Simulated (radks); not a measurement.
**Atomic calculation for Gd³⁺**

Gd³⁺, configuration [Xe] 4f7. Computed at this level: scalar-relativistic Kohn-Sham, LDA (Slater exchange, Perdew-Wang correlation), spin-polarised, spherical densities, point nucleus (radks).

Log:
```
1s      1   1.0000       -1840.28333876
2s      1   1.0000        -304.48761779
2p      1   3.0000        -271.15295338
3s      1   1.0000         -68.07652778
3p      1   3.0000         -57.75009448
3d      1   5.0000         -44.07946586
4s      1   1.0000         -14.36543335
4p      1   3.0000         -10.96128502
4d      1   5.0000          -6.25204235
4f      1   7.0000          -1.15506204
5s      1   1.0000          -2.66343576
5p      1   3.0000          -1.79287236
1s      2   1.0000       -1840.28351635
2s      2   1.0000        -304.48384940
2p      2   3.0000        -271.15031781
3s      2   1.0000         -67.97642837
3p      2   3.0000         -57.65082175
3d      2   5.0000         -44.00189681
4s      2   1.0000         -14.14354431
4p      2   3.0000         -10.74177108
4d      2   5.0000          -6.03722951
4f      2   0.0000          -0.96421750
5s      2   1.0000          -2.55369251
5p      2   3.0000          -1.70546254
Etot -11262.060440787141
Ekin 12094.850249001986
Encl -27438.832625815954
Eh 4322.891252266847
Exc -240.96931624002048
err 9.94915867198341e-09
it 14
```

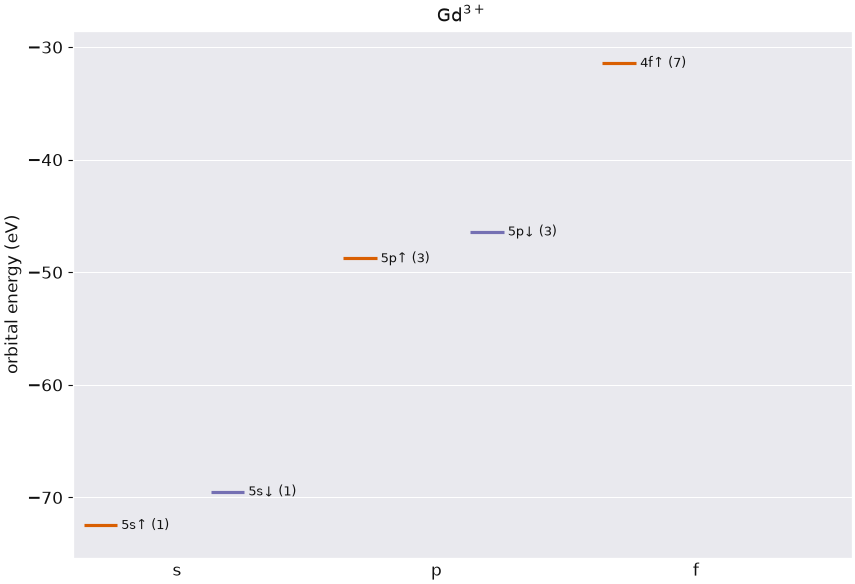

Fig. 1: The outer levels are drawn by angular momentum (occupations in brackets, up spins at the left of each column and down spins at the right). They are the filled levels of this odd run. The highest occupied level is 4f up at −31.4 eV. From the top down the occupied levels run 4f up (−31.4 eV), 5p down (−46.4 eV), 5p up (−48.8 eV), 5s down (−69.5 eV), 5s up (−72.5 eV).

Input file:
```
Z 64
configuration [Xe] 4f7
relativity scalar-relativistic
functional lda,pw
spin polarised
nucleus point
c 137.035999084
mesh_end 3
max_iterations 52
```

Energies in input and log are in hartree, lengths in bohr.

The run was one of a batch that the task file lists, launched with:
```bash
python <driver script> task.json out
```

What the run reported:

- outcome: converged
- total energy: −11262.0604 hartree
- kinetic energy: 12094.8502 hartree
- electron–nucleus energy: −27438.8326 hartree
- Hartree energy: 4322.8913 hartree
- exchange–correlation energy: −240.969316 hartree
- radius at density 0.001 e/bohr³: 2.79 bohr
- SCF iterations: 14
- hardware: 1 thread of Arm Neoverse V1, 23 GiB of memory available, shared host

What is odd here:

A numerical setting was moved from its usual value: mesh end rmax = 3. The program ran to the end. Its total energy differs from that of the same run with the usual input (−11262.45610 hartree) by +0.40 hartree, so its numbers aren't those of the free atom or ion.
